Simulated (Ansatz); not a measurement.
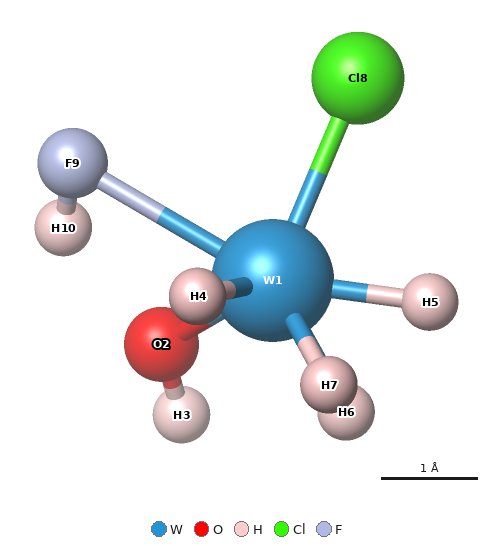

The structure as given in the input (ball-and-stick view, seen at a tilt; atoms are numbered from 1 in the order of the input). Sticks mark near contacts. Bond lengths as drawn: Cl–W 2.30 Å, F–H 0.96 Å, F–W 2.45 Å, H–O 0.96 Å, H–W 1.66 to 1.69 Å and O–W 1.93 Å.

# Nudged elastic band, with input and output: WH$_{6}$ClOF (part 1 of 2)

The run: nudged elastic band of WH$_{6}$ClOF. Method and program: RKS PBE0/def2-SVP (Ansatz 0.2.0).

It belongs to a series of runs on one base structure; here: band between the two ends. Figures and captions count atoms from 1; the log counts them from 0 in places.

### The input
```yaml
crystal:
  periodic: [false, false, false]
  atoms:
    - { symbol: W, position_ang: [0.080853, 0.111933, 0.072809] }
    - { symbol: O, position_ang: [-0.037208, 0.535769, 1.956017] }
    - { symbol: H, position_ang: [-0.823788, 0.422173, 2.497272] }
    - { symbol: H, position_ang: [1.261342, -1.074033, -0.142533] }
    - { symbol: H, position_ang: [-1.192781, -0.033631, -0.978126] }
    - { symbol: H, position_ang: [-1.411698, -0.462878, 0.523339] }
    - { symbol: H, position_ang: [-0.373867, -1.416633, -0.41686] }
    - { symbol: Cl, position_ang: [0.378948, 1.816952, -1.443151] }
    - { symbol: F, position_ang: [2.058306, 1.13974, 1.089139] }
    - { symbol: H, position_ang: [1.487792, 1.114207, 1.855496] }
basis:
  gaussian: { orbitals: def2-SVP }
hamiltonian:
  xc: pbe0
neb:
  order_check: false
  images: 7
  f_tol: 0.05
  max_iterations: 60
  final_atoms:
    - { symbol: W, position_ang: [0.21525465, 0.33674415, -0.28255102] }
    - { symbol: O, position_ang: [0.10863148, -0.18414882, 1.99138849] }
    - { symbol: H, position_ang: [-0.65818191, 0.23913836, 2.39693974] }
    - { symbol: H, position_ang: [1.44345711, -0.64961825, 0.27030482] }
    - { symbol: H, position_ang: [-0.78926612, 1.37371707, 0.56468918] }
    - { symbol: H, position_ang: [-1.36258118, -0.2132886, -0.04502553] }
    - { symbol: H, position_ang: [-0.11033469, -1.31458657, -0.24777004] }
    - { symbol: Cl, position_ang: [0.23442788, 0.67256066, -2.4962985] }
    - { symbol: F, position_ang: [1.47004984, 1.58194271, 0.54145086] }
    - { symbol: H, position_ang: [0.87644194, 0.31113829, 2.320274] }
  initial_path:
    images:
      - { positions_ang: [[0.080853, 0.111933, 0.072809], [-0.037208, 0.535769, 1.956017], [-0.823788, 0.422173, 2.497272], [1.261342, -1.074033, -0.142533], [-1.192781, -0.033631, -0.978126], [-1.411698, -0.462878, 0.523339], [-0.373867, -1.416633, -0.41686], [0.378948, 1.816952, -1.443151], [2.058306, 1.13974, 1.089139], [1.487792, 1.114207, 1.855496]] }
      - { positions_ang: [[0.04786113, 0.09673865, 0.05405774], [-0.01692366, 0.3830802, 2.03760048], [-0.83846998, 0.25702375, 2.53539754], [1.35807437, -0.85565, -0.12859744], [-0.84343509, 0.41227824, -0.71335255], [-1.49639862, -0.27145545, 0.41310392], [-0.35710816, -1.47439844, -0.33398497], [0.24663381, 1.40841545, -1.67898947], [1.94168424, 1.1700278, 0.98579601], [1.38598095, 1.02753879, 1.84237075]] }
      - { positions_ang: [[0.01486925, 0.0815443, 0.03530648], [0.00336069, 0.2303914, 2.11918397], [-0.85315196, 0.0918745, 2.57352308], [1.45480674, -0.637267, -0.11466189], [-0.49408918, 0.85818748, -0.4485791], [-1.58109923, -0.08003289, 0.30286885], [-0.34034932, -1.53216387, -0.25110994], [0.11431962, 0.99987889, -1.91482795], [1.82506248, 1.2003156, 0.88245301], [1.2841699, 0.94087058, 1.82924549]] }
      - { positions_ang: [[-0.01812262, 0.06634996, 0.01655522], [0.02364503, 0.07770261, 2.20076745], [-0.86783393, -0.07327475, 2.61164862], [1.55153911, -0.41888399, -0.10072633], [-0.14474326, 1.30409672, -0.18380565], [-1.66579985, 0.11138966, 0.19263377], [-0.32359048, -1.58992931, -0.16823491], [-0.01799457, 0.59134234, -2.15066642], [1.70844071, 1.2306034, 0.77911002], [1.18235886, 0.85420236, 1.81612024]] }
      - { positions_ang: [[-0.05111449, 0.05115561, -0.00219604], [0.04392938, -0.07498619, 2.28235094], [-0.88251591, -0.238424, 2.64977416], [1.64827148, -0.20050099, -0.08679077], [0.20460265, 1.75000596, 0.0809678], [-1.75050047, 0.30281221, 0.08239869], [-0.30683164, -1.64769474, -0.08535988], [-0.15030875, 0.18280579, -2.3865049], [1.59181895, 1.26089121, 0.67576702], [1.08054781, 0.76753415, 1.80299499]] }
      - { positions_ang: [[0.01547779, 0.12255275, -0.07228479], [0.06010491, -0.10227685, 2.20961033], [-0.82643241, -0.11903341, 2.58656556], [1.59706789, -0.31278031, 0.00248312], [-0.04386454, 1.65593374, 0.20189814], [-1.65352064, 0.17378701, 0.05054264], [-0.2577074, -1.5644177, -0.12596242], [-0.0541246, 0.3052445, -2.4139533], [1.56137667, 1.34115408, 0.64218798], [1.02952134, 0.65343519, 1.93231474]] }
      - { positions_ang: [[0.08207008, 0.19394988, -0.14237353], [0.07628043, -0.12956751, 2.13686972], [-0.77034891, 0.00035718, 2.52335695], [1.54586429, -0.42505962, 0.09175702], [-0.29233173, 1.56186151, 0.32282849], [-1.55654082, 0.0447618, 0.01868658], [-0.20858316, -1.48114066, -0.16656496], [0.04205956, 0.42768322, -2.4414017], [1.5309344, 1.42141696, 0.60860894], [0.97849487, 0.53933622, 2.06163449]] }
      - { positions_ang: [[0.14866236, 0.26534702, -0.21246228], [0.09245596, -0.15685816, 2.06412911], [-0.71426541, 0.11974777, 2.46014835], [1.4946607, -0.53733893, 0.18103092], [-0.54079893, 1.46778929, 0.44375884], [-1.459561, -0.0842634, -0.01316948], [-0.15945892, -1.39786362, -0.2071675], [0.13824372, 0.55012194, -2.4688501], [1.50049212, 1.50167983, 0.5750299], [0.92746841, 0.42523726, 2.19095425]] }
      - { positions_ang: [[0.21525465, 0.33674415, -0.28255102], [0.10863148, -0.18414882, 1.99138849], [-0.65818191, 0.23913836, 2.39693974], [1.44345711, -0.64961825, 0.27030482], [-0.78926612, 1.37371707, 0.56468918], [-1.36258118, -0.2132886, -0.04502553], [-0.11033469, -1.31458657, -0.24777004], [0.23442788, 0.67256066, -2.4962985], [1.47004984, 1.58194271, 0.54145086], [0.87644194, 0.31113829, 2.320274]] }
```

Machine: 2 threads of Arm Neoverse V2, 24 GiB of memory available, shared host.

Launch command:
```bash
ansatz run input.yaml --threads 2 --pin off --max-ram 3072MiB --backend cpu --events-out ev --progress --plain --runs-dir out
```

### The program's output
```
Engine: ansatz 0.2.0, aarch64-unknown-linux-gnu
Functional definition: PBE0
  parameter a = 0.25
  parameter kappa = 0.804
  parameter beta = 0.06672455060314922
  exchange = (1 - a)*pbe_x(kappa = kappa, mu = beta*pi^2/3) + a*exact_x
  correlation = pbe_c(beta = beta)
1140 factors; integrals over basis functions are off by at most 3.6e-4 eV
mean field evaluation 1: about -19189.7665 eV, gradient 4.8e1 eV
mean field evaluation 2: about -19178.6134 eV, gradient 9.1e1 eV
mean field evaluation 4: about -19193.8026 eV, gradient 5.4e0 eV
mean field evaluation 8: about -19193.9216 eV, gradient 8.1e-1 eV
mean field evaluation 16: about -19193.9230 eV, gradient 1.1e-4 eV
mean field -19193.92295922 eV, -705.3636586429 hartree, gradient 5.6e-5 eV, S^2 0.000000; 0 other end points of the search recorded, 0 dependent functions left out
the calculation of the forces begins
reference -19193.92300865 eV, -705.3636604597 hartree; 27, 27 occupied and 81, 81 virtual orbitals, 1140 factors
1141 factors; integrals over basis functions are off by at most 7.5e-4 eV
mean field evaluation 32: about -19193.9581 eV, gradient 4.4e-3 eV
mean field -19193.95806918 eV, -705.3649489105 hartree, gradient 6.0e-5 eV, S^2 0.000000; 0 other end points of the search recorded, 0 dependent functions left out
[... from here on the field's lines of each further geometry are left out, up to the last ...]
NEB iter   1: max|band force component| = 3.091e1 eV/Å  barrier→ = 12.6769 eV  barrier← = 12.7120 eV  Δτ_max = 0.2000 Å  (389 SCF iters)
NEB iter   2: max|band force component| = 1.028e1 eV/Å  barrier→ = 5.0028 eV  barrier← = 5.0379 eV  Δτ_max = 0.2000 Å  (300 SCF iters)
NEB iter   3: max|band force component| = 4.814e0 eV/Å  barrier→ = 3.2477 eV  barrier← = 3.2828 eV  Δτ_max = 0.2000 Å  (280 SCF iters)
NEB iter   4: max|band force component| = 2.933e0 eV/Å  barrier→ = 2.2095 eV  barrier← = 2.2446 eV  Δτ_max = 0.2000 Å  (277 SCF iters)
NEB iter   5: max|band force component| = 3.095e0 eV/Å  barrier→ = 1.8086 eV  barrier← = 1.8437 eV  Δτ_max = 0.1013 Å  (278 SCF iters)
NEB iter   6: max|band force component| = 1.519e0 eV/Å  barrier→ = 1.4449 eV  barrier← = 1.4800 eV  Δτ_max = 0.1965 Å  (268 SCF iters)
NEB iter   7: max|band force component| = 5.106e0 eV/Å  barrier→ = 1.5548 eV  barrier← = 1.5899 eV  Δτ_max = 0.0913 Å  (278 SCF iters)
NEB iter   8: max|band force component| = 1.891e0 eV/Å  barrier→ = 1.3103 eV  barrier← = 1.3454 eV  Δτ_max = 0.2000 Å  (259 SCF iters)
NEB iter   9: max|band force component| = 9.758e-1 eV/Å  barrier→ = 1.1796 eV  barrier← = 1.2147 eV  Δτ_max = 0.2000 Å  (270 SCF iters)
NEB iter  10: max|band force component| = 1.253e0 eV/Å  barrier→ = 1.1330 eV  barrier← = 1.1681 eV  Δτ_max = 0.1023 Å  (262 SCF iters)
NEB iter  11: max|band force component| = 1.229e0 eV/Å  barrier→ = 1.1247 eV  barrier← = 1.1599 eV  Δτ_max = 0.0508 Å  (253 SCF iters)
NEB iter  12: max|band force component| = 5.506e-1 eV/Å  barrier→ = 1.1078 eV  barrier← = 1.1429 eV  Δτ_max = 0.1000 Å  (250 SCF iters)
NEB iter  13: max|band force component| = 6.118e-1 eV/Å  barrier→ = 1.0843 eV  barrier← = 1.1194 eV  Δτ_max = 0.0501 Å  (243 SCF iters)
NEB iter  14: max|band force component| = 3.926e-1 eV/Å  barrier→ = 1.0852 eV  barrier← = 1.1204 eV  CI = image 4  Δτ_max = 0.0502 Å  (249 SCF iters)
NEB iter  15: max|band force component| = 2.128e-1 eV/Å  barrier→ = 1.0808 eV  barrier← = 1.1160 eV  CI = image 4  Δτ_max = 0.0998 Å  (251 SCF iters)
NEB iter  16: max|band force component| = 2.042e-1 eV/Å  barrier→ = 1.0923 eV  barrier← = 1.1274 eV  CI = image 4  Δτ_max = 0.1005 Å  (250 SCF iters)
NEB iter  17: max|band force component| = 1.645e-1 eV/Å  barrier→ = 1.0992 eV  barrier← = 1.1343 eV  CI = image 4  Δτ_max = 0.1022 Å  (251 SCF iters)
NEB iter  18: max|band force component| = 2.278e-1 eV/Å  barrier→ = 1.1294 eV  barrier← = 1.1645 eV  CI = image 4  Δτ_max = 0.0463 Å  (249 SCF iters)
NEB iter  19: max|band force component| = 1.756e-1 eV/Å  barrier→ = 1.1295 eV  barrier← = 1.1646 eV  CI = image 4  Δτ_max = 0.0503 Å  (252 SCF iters)
NEB iter  20: max|band force component| = 1.549e-1 eV/Å  barrier→ = 1.1483 eV  barrier← = 1.1834 eV  CI = image 4  Δτ_max = 0.0367 Å  (251 SCF iters)
NEB iter  21: max|band force component| = 3.468e-1 eV/Å  barrier→ = 1.1602 eV  barrier← = 1.1953 eV  CI = image 4  Δτ_max = 0.0183 Å  (254 SCF iters)
NEB iter  22: max|band force component| = 1.685e-1 eV/Å  barrier→ = 1.1591 eV  barrier← = 1.1943 eV  CI = image 4  Δτ_max = 0.0366 Å  (259 SCF iters)
NEB iter  23: max|band force component| = 1.632e-1 eV/Å  barrier→ = 1.1507 eV  barrier← = 1.1858 eV  CI = image 4  Δτ_max = 0.0372 Å  (247 SCF iters)
NEB iter  24: max|band force component| = 1.779e-1 eV/Å  barrier→ = 1.1420 eV  barrier← = 1.1771 eV  CI = image 4  Δτ_max = 0.0183 Å  (247 SCF iters)
NEB iter  25: max|band force component| = 1.370e-1 eV/Å  barrier→ = 1.1380 eV  barrier← = 1.1731 eV  CI = image 4  Δτ_max = 0.0367 Å  (245 SCF iters)
NEB iter  26: max|band force component| = 1.139e-1 eV/Å  barrier→ = 1.1303 eV  barrier← = 1.1654 eV  CI = image 4  Δτ_max = 0.0734 Å  (247 SCF iters)
NEB iter  27: max|band force component| = 6.131e-2 eV/Å  barrier→ = 1.1220 eV  barrier← = 1.1571 eV  CI = image 4  Δτ_max = 0.0264 Å  (251 SCF iters)
NEB iter  28: max|band force component| = 9.497e-2 eV/Å  barrier→ = 1.1219 eV  barrier← = 1.1570 eV  CI = image 4  Δτ_max = 0.0133 Å  (258 SCF iters)
the calculation of the forces begins
reference -19193.52198156 eV, -705.3489229860 hartree; 27, 27 occupied and 81, 81 virtual orbitals, 1140 factors
1140 factors; integrals over basis functions are off by at most 8.1e-4 eV
mean field evaluation 1760: about -19192.8015 eV, gradient 5.0e-5 eV
mean field -19192.80147435 eV, -705.3224448343 hartree, gradient 1.9e-5 eV, S^2 0.000000; 1 other end points of the search recorded, 0 dependent functions left out
the calculation of the forces begins
reference -19192.80151997 eV, -705.3224465108 hartree; 27, 27 occupied and 81, 81 virtual orbitals, 1140 factors
NEB iter  29: max|band force component| = 3.483e-2 eV/Å  barrier→ = 1.1215 eV  barrier← = 1.1566 eV  CI = image 4  Δτ_max = 0.0000 Å  (460 SCF iters)
```
